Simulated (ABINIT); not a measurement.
# SiPbS3 (Pm-3m): zone-centre phonons

Which modes does SiPbS3 (Pm-3m) have at the zone centre?

Method: DFT PBEsol, scalar-relativistic, plane waves, PseudoDojo norm-conserving pseudopotentials, in ABINIT 10.8.3.

The structure was built from a prototype and need not be the compound's stable phase.

**1. Starting point**

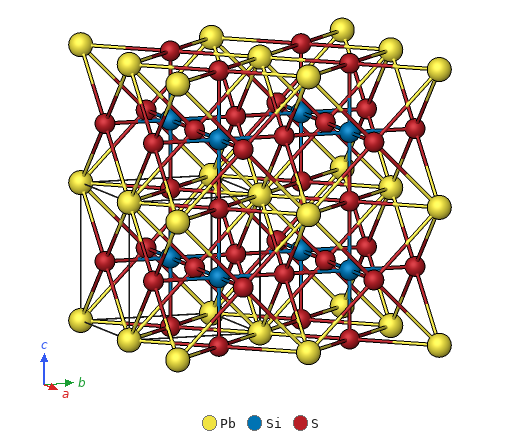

Start, viewed slightly off an axis; lead yellow, silicon blue, sulfur red. 2×2×2 cells are drawn. Some periodic images of atoms are drawn too.

**2. A probe with smearing**

A first run with smearing and empty bands tells whether the crystal has a gap, which decides between fixed occupations and smearing later on.

Contents of probe.abi:

```
# ground state
tolvrs 1.0d-08
prtden 1
prtwf 1

# basis, mesh and filling
ecut 32.0
ecutsm 3.0
ngkpt 4 4 4
nshiftk 1
shiftk 0.0 0.0 0.0
istwfk *1
occopt 7
tsmear 0.005
nband 26
nstep 100
diemac 9.0
prtebands 0
prtgsr 0
useylm 1

# cell and atoms
acell 8.296653578 8.296653578 8.296653578
rprim 
    1.0 0.0 0.0
    0.0 1.0 0.0
    0.0 0.0 1.0
ntypat 3
znucl 82 14 16
natom 5
typat 1 2 3 3 3
xred 
    0.0 0.0 0.0
    0.5 0.5 0.5
    0.5 0.5 0.0
    0.5 0.0 0.5
    0.0 0.5 0.5
pp_dirpath "./pseudo"
pseudos "Pb.upf, Si.upf, S.upf"
```

Run with:

```console
$ OMP_NUM_THREADS=1 mpirun -n 4 abinit probe.abi > probe.log
```

Numbers of over 12 decimals in the logs are rounded to 6 here.

probe.abo, the main output file:

```text
[banners, grids, parts of the stress and lines that vanish by symmetry left out]
- input  file    -> probe.abi
- output file    -> probe.abo
- root for input  files -> probei
[...]
Symmetries : space group Pm -3 m (#221); Bravais cP (primitive cubic)
[...]
mpw =        4972          nfft =       91125          nkpt =          10
[...]
== DATASET  1 ==================================================================
[...]
cutoff_energies: {ecut:  32.0, pawecutdg:  -1.0, }
[...]
ETOT  1  -107.43834097550    -1.074E+02 1.060E-01 2.398E+02
 ETOT  2  -107.58051257104    -1.422E-01 5.209E-03 2.310E+01
 ETOT  3  -107.58626107070    -5.748E-03 1.638E-03 2.894E-01
 ETOT  4  -107.58630887432    -4.780E-05 1.521E-03 5.552E-03
 ETOT  5  -107.58631006654    -1.192E-06 9.844E-04 4.140E-04
 ETOT  6  -107.58631012938    -6.284E-08 7.531E-04 8.874E-06
 ETOT  7  -107.58631013138    -2.004E-09 5.382E-04 2.667E-07
 ETOT  8  -107.58631013145    -6.808E-11 3.803E-04 2.507E-09
 At SCF step    8       vres2   =  2.51E-09 < tolvrs=  1.00E-08 =>converged.
[...]
sigma(1 1)= -4.29251717E-04  sigma(3 2)=  0.00000000E+00
  sigma(2 2)= -4.29251717E-04  sigma(3 1)=  0.00000000E+00
  sigma(3 3)= -4.29251717E-04  sigma(2 1)=  0.00000000E+00
[...]
convergence: {deltae: -6.808E-11, res2:  2.507E-09, residm:  3.803E-04, diffor: null, }
etotal    :  -1.07586310E+02
[...]
sigma(1 1)= -4.29251717E-04  sigma(3 2)=  0.00000000E+00
  sigma(2 2)= -4.29251717E-04  sigma(3 1)=  0.00000000E+00
  sigma(3 3)= -4.29251717E-04  sigma(2 1)=  0.00000000E+00
[...]
- sigma(1 1)= -1.26290215E+01  sigma(3 2)=  0.00000000E+00
- sigma(2 2)= -1.26290215E+01  sigma(3 1)=  0.00000000E+00
- sigma(3 3)= -1.26290215E+01  sigma(2 1)=  0.00000000E+00
[...]
fcart     -0.0000000000E+00 -0.0000000000E+00 -0.0000000000E+00
           strten     -4.2925171697E-04 -4.2925171697E-04 -4.2925171697E-04
================================================================================

[key lines of the parts left out:]
pressure_GPa:   1.2629E+01
```

The job ended after 17 s (4 MPI ranks of Arm Neoverse V1, shared host).

Read from the output:

```yaml
volume_per_atom: 16.93 Å³
pressure: 12.63 GPa
gap_on_the_k_mesh: 0 eV
```

No gap opens on this mesh, so smearing is kept.

**3. Rough relaxation**

The typed start is rough, so a first relaxation with smearing and loose thresholds takes it towards rest cheaply.

Contents of prerelax.abi:

```
# relaxation
ionmov 2
optcell 2
dilatmx 1.15
chkdilatmx 0
ntime 40
tolmxf 3.0d-04
tolvrs 1.0d-10
prtwf 0
prtden 0
chksymtnons 0

# basis, mesh and filling
ecut 25.6
ecutsm 3.0
ngkpt 4 4 4
nshiftk 1
shiftk 0.0 0.0 0.0
istwfk *1
occopt 7
tsmear 0.005
nband 26
nstep 100
diemac 1000000.0
prtebands 0
prtgsr 0
useylm 1

# cell and atoms
acell 8.296653578 8.296653578 8.296653578
rprim 
    1.0 0.0 0.0
    0.0 1.0 0.0
    0.0 0.0 1.0
ntypat 3
znucl 82 14 16
natom 5
typat 1 2 3 3 3
xred 
    0.0 0.0 0.0
    0.5 0.5 0.5
    0.5 0.5 0.0
    0.5 0.0 0.5
    0.0 0.5 0.5
pp_dirpath "./pseudo"
pseudos "Pb.upf, Si.upf, S.upf"
```

Run with:

```console
$ OMP_NUM_THREADS=1 mpirun -n 4 abinit prerelax.abi > prerelax.log
```

prerelax.abo, the main output file:

```text
[banners, grids, parts of the stress and lines that vanish by symmetry left out]
- input  file    -> prerelax.abi
- output file    -> prerelax.abo
- root for input  files -> prerelaxi
[...]
Symmetries : space group Pm -3 m (#221); Bravais cP (primitive cubic)
[...]
mpw =        5449          nfft =       91125          nkpt =          10
[...]
== DATASET  1 ==================================================================
[...]
cutoff_energies: {ecut:  25.6, pawecutdg:  -1.0, }
[...]
ETOT  1  -107.45974193798    -1.075E+02 6.741E-02 2.346E+02
 ETOT  2  -107.58227824697    -1.225E-01 6.760E-03 1.457E+01
 ETOT  3  -107.58595696018    -3.679E-03 1.952E-03 4.003E-01
 ETOT  4  -107.58601135152    -5.439E-05 3.469E-03 3.283E-03
 ETOT  5  -107.58601213590    -7.844E-07 2.095E-03 3.596E-04
[...]
At SCF step    9       vres2   =  1.06E-11 < tolvrs=  1.00E-10 =>converged.
[...]
ETOT  8  -107.59982303558     6.025E-12 1.243E-05 1.361E-12
 At SCF step    8       vres2   =  1.36E-12 < tolvrs=  1.00E-10 =>converged.
[...]
sigma(1 1)= -1.21589603E-07  sigma(3 2)=  0.00000000E+00
  sigma(2 2)= -1.21589603E-07  sigma(3 1)=  0.00000000E+00
  sigma(3 3)= -1.21589603E-07  sigma(2 1)=  0.00000000E+00
[...]
convergence: {deltae:  6.025E-12, res2:  1.361E-12, residm:  1.243E-05, diffor: null, }
etotal    :  -1.07599823E+02
[...]
At Broyd/MD step   5, gradients are converged :
[...]
sigma(1 1)= -1.21589603E-07  sigma(3 2)=  0.00000000E+00
  sigma(2 2)= -1.21589603E-07  sigma(3 1)=  0.00000000E+00
  sigma(3 3)= -1.21589603E-07  sigma(2 1)=  0.00000000E+00
[...]
- sigma(1 1)= -3.57728963E-03  sigma(3 2)=  0.00000000E+00
- sigma(2 2)= -3.57728963E-03  sigma(3 1)=  0.00000000E+00
- sigma(3 3)= -3.57728963E-03  sigma(2 1)=  0.00000000E+00
[...]
fcart     -0.0000000000E+00 -0.0000000000E+00 -0.0000000000E+00
           strten     -1.2158960303E-07 -1.2158960303E-07 -1.2158960303E-07
================================================================================

[key lines of the parts left out:]
pressure_GPa:   3.5773E-03
Total energy (etotal) [Ha]= -1.07599823035584E+02
```

The job ended after 83 s (4 MPI ranks; 5.5 min of CPU time).

Step by step:

```tsv
step	energy less that of the first step (eV)	largest force (eV/Å)	volume (Å³)
1	0.0000	0.0000	84.63
2	-0.2095	0.0000	87.94
3	-0.3712	0.0000	94.07
4	-0.3757	0.0000	95.21
5	-0.3758	0.0000	95.40
```

```tsv
conventional cell, symmetrised	before	after	change
a (Å)	4.390	4.569	+4.1 %
b (Å)	4.390	4.569	+4.1 %
c (Å)	4.390	4.569	+4.1 %
volume (Å³/atom)	16.93	19.08	+12.7 %
```

Final coordinates:

```xyz
5
Lattice="4.5693 0.0000 0.0000 0.0000 4.5693 0.0000 0.0000 0.0000 4.5693" Properties=species:S:1:pos:R:3 pbc="T T T"
Pb    0.0000    0.0000    0.0000
Si    2.2846    2.2846    2.2846
S     2.2846    2.2846    0.0000
S     2.2846    0.0000    2.2846
S     0.0000    2.2846    2.2846
```

This step gave:

| Item | Value |
| --- | --- |
| volume per atom | 19.08 Å³ |
| pressure | 0.003577 GPa |

The volume changes by +12.7 % in this run and stands +12.7 % from the first cell.

**4. Rough relaxation**

The cell changed much, so the rough relaxation is repeated on a basis made for the new cell.

Changes to prerelax.abi since step 3:

```diff
@@ -29,3 +29,3 @@
 # cell and atoms
-acell 8.296653578 8.296653578 8.296653578
+acell 8.63465474 8.63465474 8.63465474
 rprim
```

prerelax.abo, the main output file:

```text
[banners, grids, parts of the stress and lines that vanish by symmetry left out]
- input  file    -> prerelax.abi
- output file    -> prerelax.abo
- root for input  files -> prerelaxi
[...]
Symmetries : space group Pm -3 m (#221); Bravais cP (primitive cubic)
[...]
mpw =        6090          nfft =      110592          nkpt =          10
[...]
== DATASET  1 ==================================================================
[...]
cutoff_energies: {ecut:  25.6, pawecutdg:  -1.0, }
[...]
ETOT  1  -107.42300962344    -1.074E+02 1.008E-01 2.918E+02
 ETOT  2  -107.59225986784    -1.693E-01 9.612E-03 3.368E+01
 ETOT  3  -107.59970649095    -7.447E-03 3.356E-03 1.269E+00
 ETOT  4  -107.59981633656    -1.098E-04 2.262E-03 3.893E-02
 ETOT  5  -107.59982191707    -5.581E-06 1.123E-03 8.182E-03
[...]
ETOT  9  -107.59982304660     1.165E-12 9.554E-04 2.087E-10
 ETOT 10  -107.59982304660    -3.695E-13 1.294E-03 3.107E-13
 At SCF step   10       vres2   =  3.11E-13 < tolvrs=  1.00E-10 =>converged.
[...]
sigma(1 1)= -1.21644273E-07  sigma(3 2)=  0.00000000E+00
  sigma(2 2)= -1.21644273E-07  sigma(3 1)=  0.00000000E+00
  sigma(3 3)= -1.21644273E-07  sigma(2 1)=  0.00000000E+00
[...]
convergence: {deltae: -3.695E-13, res2:  3.107E-13, residm:  1.294E-03, diffor: null, }
etotal    :  -1.07599823E+02
[...]
At Broyd/MD step   1, gradients are converged :
[...]
sigma(1 1)= -1.21644273E-07  sigma(3 2)=  0.00000000E+00
  sigma(2 2)= -1.21644273E-07  sigma(3 1)=  0.00000000E+00
  sigma(3 3)= -1.21644273E-07  sigma(2 1)=  0.00000000E+00
[...]
- sigma(1 1)= -3.57889808E-03  sigma(3 2)=  0.00000000E+00
- sigma(2 2)= -3.57889808E-03  sigma(3 1)=  0.00000000E+00
- sigma(3 3)= -3.57889808E-03  sigma(2 1)=  0.00000000E+00
[...]
fcart     -0.0000000000E+00 -0.0000000000E+00 -0.0000000000E+00
           strten     -1.2164427330E-07 -1.2164427330E-07 -1.2164427330E-07
================================================================================

[key lines of the parts left out:]
pressure_GPa:   3.5789E-03
Total energy (etotal) [Ha]= -1.07599823046600E+02
```

It took 21 s on 4 MPI ranks.

Little changed from the start: no atom moved by 0.005 Å and no cell edge by 0.1 %.

Read from the output:

- pressure: 0.003579 GPa

The volume changes by +0.0 % in this run and stands +12.7 % from the first cell.

**5. Relaxing the cell and atoms**

The harmonic expansion needs vanishing forces, and a free crystal bears no stress, so cell and atoms are brought to rest. Stress is more sensitive to the basis than forces are: the last 3 Ha under the cutoff are smoothed with ecutsm.

relax.abi, as its differences from prerelax.abi of step 4:

```diff
@@ -3,7 +3,6 @@
 optcell 2
-dilatmx 1.15
-chkdilatmx 0
+dilatmx 1.08
 ntime 40
-tolmxf 3.0d-04
-tolvrs 1.0d-10
+tolmxf 1.0d-05
+tolvrs 1.0d-14
 prtwf 0
@@ -13,5 +12,5 @@
 # basis, mesh and filling
-ecut 25.6
+ecut 32.0
 ecutsm 3.0
-ngkpt 4 4 4
+ngkpt 6 6 6
 nshiftk 1
@@ -20,3 +19,3 @@
 occopt 7
-tsmear 0.005
+tsmear 0.01
 nband 26
```

Run with:

```console
$ OMP_NUM_THREADS=1 mpirun -n 4 abinit relax.abi > relax.log
```

relax.abo, the main output file:

```text
[banners, grids, parts of the stress and lines that vanish by symmetry left out]
- input  file    -> relax.abi
- output file    -> relax.abo
- root for input  files -> relaxi
[...]
Symmetries : space group Pm -3 m (#221); Bravais cP (primitive cubic)
[...]
mpw =        7088          nfft =      110592          nkpt =          20
[...]
== DATASET  1 ==================================================================
[...]
cutoff_energies: {ecut:  32.0, pawecutdg:  -1.0, }
[...]
ETOT  1  -107.37278011017    -1.074E+02 1.378E-01 3.283E+02
 ETOT  2  -107.58394850115    -2.112E-01 4.384E-03 5.665E+01
 ETOT  3  -107.59739120324    -1.344E-02 1.911E-03 3.601E+00
 ETOT  4  -107.59794263298    -5.514E-04 1.536E-03 6.579E-02
 ETOT  5  -107.59795848404    -1.585E-05 1.968E-03 2.496E-03
[...]
At SCF step   12       vres2   =  5.26E-16 < tolvrs=  1.00E-14 =>converged.
[...]
sigma(1 1)= -3.09693179E-05  sigma(3 2)=  0.00000000E+00
  sigma(2 2)= -3.09693179E-05  sigma(3 1)=  0.00000000E+00
  sigma(3 3)= -3.09693179E-05  sigma(2 1)=  0.00000000E+00
[...]
convergence: {deltae: -7.091E-12, res2:  5.262E-16, residm:  1.466E-04, diffor: null, }
etotal    :  -1.07597959E+02
[...]
ETOT  1  -107.59793741492    -1.076E+02 1.328E-04 7.449E-01
[...]
At SCF step   10       vres2   =  2.05E-15 < tolvrs=  1.00E-14 =>converged.
[...]
sigma(1 1)= -2.31298406E-05  sigma(3 2)=  0.00000000E+00
  sigma(2 2)= -2.31298406E-05  sigma(3 1)=  0.00000000E+00
  sigma(3 3)= -2.31298406E-05  sigma(2 1)=  0.00000000E+00
[...]
convergence: {deltae: -2.899E-12, res2:  2.055E-15, residm:  6.530E-05, diffor: null, }
etotal    :  -1.07598007E+02
[...]
ETOT  1  -107.59745081801    -1.076E+02 4.907E-05 6.585E+00
[...]
At SCF step   11       vres2   =  3.73E-16 < tolvrs=  1.00E-14 =>converged.
[...]
sigma(1 1)= -2.91156952E-07  sigma(3 2)=  0.00000000E+00
  sigma(2 2)= -2.91156952E-07  sigma(3 1)=  0.00000000E+00
  sigma(3 3)= -2.91156952E-07  sigma(2 1)=  0.00000000E+00
[...]
convergence: {deltae: -6.779E-12, res2:  3.726E-16, residm:  4.369E-06, diffor: null, }
etotal    :  -1.07598070E+02
[...]
ETOT  1  -107.59806976519    -1.076E+02 3.160E-06 1.091E-03
[...]
ETOT  8  -107.59806986804    -4.846E-12 1.857E-06 1.737E-14
 ETOT  9  -107.59806986803     6.679E-12 4.342E-06 3.487E-16
 At SCF step    9       vres2   =  3.49E-16 < tolvrs=  1.00E-14 =>converged.
[...]
sigma(1 1)= -2.83710523E-09  sigma(3 2)=  0.00000000E+00
  sigma(2 2)= -2.83710523E-09  sigma(3 1)=  0.00000000E+00
  sigma(3 3)= -2.83710524E-09  sigma(2 1)=  0.00000000E+00
[...]
convergence: {deltae:  6.679E-12, res2:  3.487E-16, residm:  4.342E-06, diffor: null, }
etotal    :  -1.07598070E+02
[...]
At Broyd/MD step   4, gradients are converged :
[...]
sigma(1 1)= -2.83710523E-09  sigma(3 2)=  0.00000000E+00
  sigma(2 2)= -2.83710523E-09  sigma(3 1)=  0.00000000E+00
  sigma(3 3)= -2.83710524E-09  sigma(2 1)=  0.00000000E+00
[...]
- sigma(1 1)= -8.34705176E-05  sigma(3 2)=  0.00000000E+00
- sigma(2 2)= -8.34705178E-05  sigma(3 1)=  0.00000000E+00
- sigma(3 3)= -8.34705180E-05  sigma(2 1)=  0.00000000E+00
[...]
fcart     -0.0000000000E+00 -0.0000000000E+00 -0.0000000000E+00
           strten     -2.8371052278E-09 -2.8371052348E-09 -2.8371052400E-09
================================================================================

[key lines of the parts left out:]
pressure_GPa:   8.3471E-05
Total energy (etotal) [Ha]= -1.07598069868030E+02
```

The job ended after 2.3 min (4 MPI ranks).

Step by step:

```tsv
step	energy less that of the first step (eV)	largest force (eV/Å)	volume (Å³)
1	0.0000	0.0000	95.40
2	-0.0013	0.0000	95.66
3	-0.0030	0.0000	96.46
4	-0.0030	0.0000	96.47
```

```tsv
conventional cell, symmetrised	before	after	change
a (Å)	4.569	4.586	+0.4 %
b (Å)	4.569	4.586	+0.4 %
c (Å)	4.569	4.586	+0.4 %
volume (Å³/atom)	19.08	19.29	+1.1 %
```

The relaxed structure:

```cif
data_structure
_symmetry_space_group_name_H-M 'P 1'
_symmetry_Int_Tables_number 1
_cell_length_a 4.5863
_cell_length_b 4.5863
_cell_length_c 4.5863
_cell_angle_alpha 90.000
_cell_angle_beta 90.000
_cell_angle_gamma 90.000
_cell_volume 96.47
loop_
_atom_site_label
_atom_site_type_symbol
_atom_site_fract_x
_atom_site_fract_y
_atom_site_fract_z
_atom_site_occupancy
Pb1 Pb 0.00000 0.00000 0.00000 1
Si2 Si 0.50000 0.50000 0.50000 1
S3 S 0.50000 0.50000 0.00000 1
S4 S 0.50000 0.00000 0.50000 1
S5 S 0.00000 0.50000 0.50000 1
```

This step gave:

```yaml
volume_per_atom: 19.29 Å³
pressure: 8.35e-5 GPa
```

The volume changes by +1.1 % in this run and stands +14.0 % from the first cell.

**6. Ground state**

First-order wavefunctions inherit every error of the ground state, hence the very tight tolvrs. ecutsm is kept as in the relaxation, so that the cell stays at rest. Smearing stays on, as the first look found no gap above 0.3 eV.

Contents of gs.abi:

```
# ground state
tolvrs 1.0d-16
prtden 1
prtwf 1

# basis, mesh and filling
ecut 32.0
ecutsm 3.0
ngkpt 6 6 6
nshiftk 1
shiftk 0.0 0.0 0.0
istwfk *1
occopt 7
tsmear 0.01
nband 26
nstep 100
diemac 1000000.0
prtebands 0
prtgsr 0
useylm 1

# cell and atoms
acell 8.666916907 8.666916907 8.666916907
rprim 
    1.0 0.0 0.0
    0.0 1.0 0.0
    0.0 0.0 1.0
ntypat 3
znucl 82 14 16
natom 5
typat 1 2 3 3 3
xred 
    0.0 0.0 0.0
    0.5 0.5 0.5
    0.5 0.5 0.0
    0.5 0.0 0.5
    0.0 0.5 0.5
pp_dirpath "./pseudo"
pseudos "Pb.upf, Si.upf, S.upf"
```

Run with:

```console
$ OMP_NUM_THREADS=1 mpirun -n 4 abinit gs.abi > gs.log
```

gs.abo, the main output file:

```text
[banners, grids, parts of the stress and lines that vanish by symmetry left out]
- input  file    -> gs.abi
- output file    -> gs.abo
- root for input  files -> gsi
[...]
Symmetries : space group Pm -3 m (#221); Bravais cP (primitive cubic)
[...]
mpw =        5668          nfft =      110592          nkpt =          20
[...]
== DATASET  1 ==================================================================
[...]
cutoff_energies: {ecut:  32.0, pawecutdg:  -1.0, }
[...]
ETOT  1  -107.41019840861    -1.074E+02 1.994E-01 3.192E+02
 ETOT  2  -107.58437337178    -1.742E-01 5.262E-03 5.613E+01
 ETOT  3  -107.59746363691    -1.309E-02 4.423E-03 3.871E+00
 ETOT  4  -107.59805218682    -5.885E-04 1.490E-03 7.692E-02
 ETOT  5  -107.59806925770    -1.707E-05 1.073E-03 2.183E-03
[...]
ETOT 12  -107.59806950029     2.800E-12 1.254E-04 8.911E-16
 ETOT 13  -107.59806950029     2.174E-12 4.768E-05 3.670E-17
 At SCF step   13       vres2   =  3.67E-17 < tolvrs=  1.00E-16 =>converged.
[...]
sigma(1 1)= -2.52437591E-09  sigma(3 2)=  0.00000000E+00
  sigma(2 2)= -2.52437591E-09  sigma(3 1)=  0.00000000E+00
  sigma(3 3)= -2.52437591E-09  sigma(2 1)=  0.00000000E+00
[...]
convergence: {deltae:  2.174E-12, res2:  3.670E-17, residm:  4.768E-05, diffor: null, }
etotal    :  -1.07598070E+02
[...]
sigma(1 1)= -2.52437591E-09  sigma(3 2)=  0.00000000E+00
  sigma(2 2)= -2.52437591E-09  sigma(3 1)=  0.00000000E+00
  sigma(3 3)= -2.52437591E-09  sigma(2 1)=  0.00000000E+00
[...]
- sigma(1 1)= -7.42697035E-05  sigma(3 2)=  0.00000000E+00
- sigma(2 2)= -7.42697035E-05  sigma(3 1)=  0.00000000E+00
- sigma(3 3)= -7.42697036E-05  sigma(2 1)=  0.00000000E+00
[...]
fcart     -0.0000000000E+00 -0.0000000000E+00 -0.0000000000E+00
           strten     -2.5243759114E-09 -2.5243759123E-09 -2.5243759149E-09
================================================================================

[key lines of the parts left out:]
pressure_GPa:   7.4270E-05
```

Run time: 39 s. Hardware: 4 MPI ranks.

This step gave:

| Item | Value |
| --- | --- |
| pressure | 7.43e-5 GPa |

The cell stands at 7.4e-5 GPa, close enough for phonons.

[end of part 1 of 4]

[Host names and launcher messages were left out of these logs when they were recorded.]

[Logs are printed without paths, hosts, clocks, repeated set-up lines and the standing remarks that a program may print on its own settings, such as how far it seeks lower states.]

[Hosts, paths, dates, database ids (printed as entryN), source tags and the programs' standing remarks are cut or masked in the printed files.]
